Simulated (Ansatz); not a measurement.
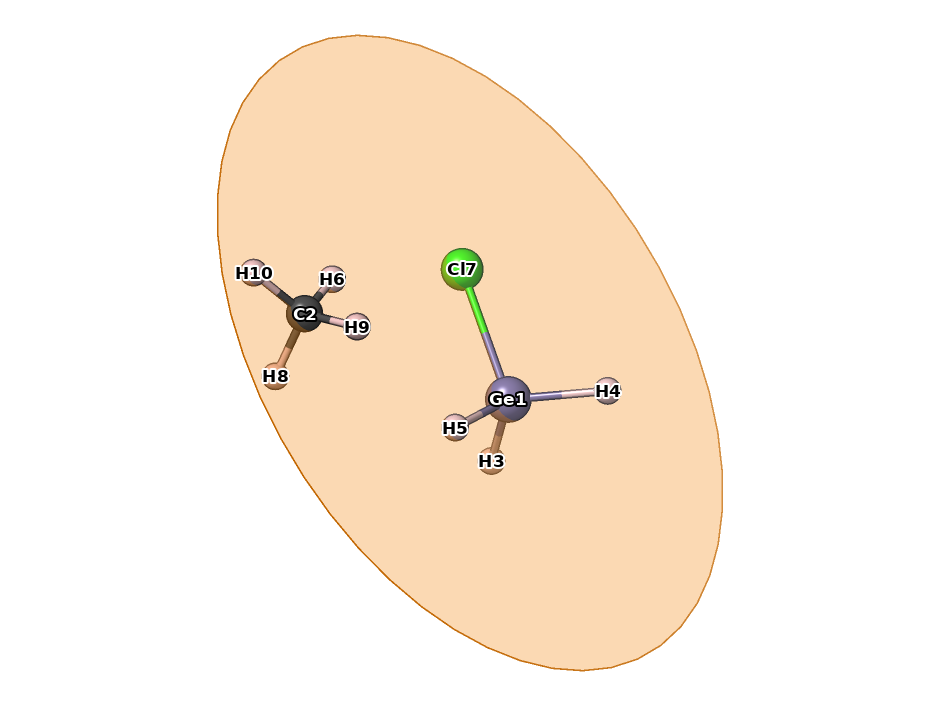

A disc through the centre of mass is drawn in. Depth is shown by fading: the farther an atom, the more it takes the colour of the background. The computed geometry is a stationary point of PBE0-D4/def2-TZVP, a saddle point of order 1.

Question: Is the plane of the disc a mirror plane of the structure?

Answer: Yes. The reflection leaves Ge1, C2, H5, H6, Cl7, H10 in place and moves H3 ↔ H4; H8 ↔ H9. The point group is Cs.
